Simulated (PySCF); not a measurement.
C₂H₉ClGeSi₂, SMILES Cl[C@H]1[SiH2][SiH2][CH2][GeH2]1, singlet, geometry in Å:

```xyz
15

Cl    -1.6859     1.7990    -0.9039
C     -1.5157     0.4890     0.3141
Si    -1.2280    -1.1473    -0.6467
Si     1.0792    -1.0605    -0.9263
C      1.5629     0.5364     0.0170
Ge     0.1327     0.9815     1.3065
H     -2.4298     0.5032     0.9015
H     -1.7008    -2.2236     0.2379
H     -2.0939    -1.1254    -1.8267
H      1.5741    -0.9622    -2.3061
H      1.7843    -2.1869    -0.2959
H      2.5271     0.4413     0.5117
H      1.6523     1.3629    -0.6875
H      0.0979     2.4363     1.7070
H      0.2390     0.1643     2.5757
```

Vertical TDDFT excitations, ωB97X-D/def2-SVPD, PySCF 2.14.0, at a GFN2-xTB geometry (no frequency check), gas phase.

**What does its absorption spectrum look like?**

The lowest singlet lies at 6.10 eV (203 nm, f = 0.006); the brightest of the first 8 is S3 at 6.77 eV (183 nm), f = 0.025, mainly HOMO → LUMO+1 (67 %). No singlet lies below 3.1 eV (beyond 400 nm), so at this level no vertical transition falls in the visible.


```
state  E (eV)  λ (nm)      f          main character
   S1    6.10     203  0.006      HOMO → LUMO (70 %)
   S2    6.66     186  0.009    HOMO−1 → LUMO (82 %)
   S3    6.77     183  0.025    HOMO → LUMO+1 (67 %)
   S4    6.92     179  0.006  HOMO−1 → LUMO+1 (40 %)
   S5    7.09     175  0.015  HOMO−1 → LUMO+1 (26 %)
   S6    7.25     171  0.014    HOMO → LUMO+2 (29 %)
   S7    7.35     169  0.002    HOMO−2 → LUMO (46 %)
   S8    7.61     163  0.002  HOMO−2 → LUMO+1 (30 %)
```

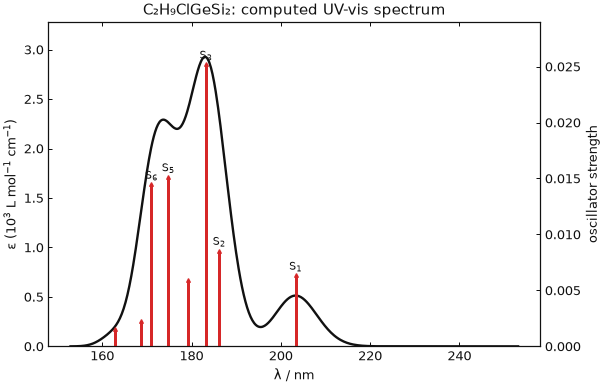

The lowest 8 singlet states are shown; each is broadened by a Gaussian of 1/e half-width 0.20 eV. Sticks give oscillator strengths (right axis).

Caveats: the tight-binding geometry is rougher than a DFT one and adds to the error; one conformer of a flexible molecule; core orbitals are frozen in the response.
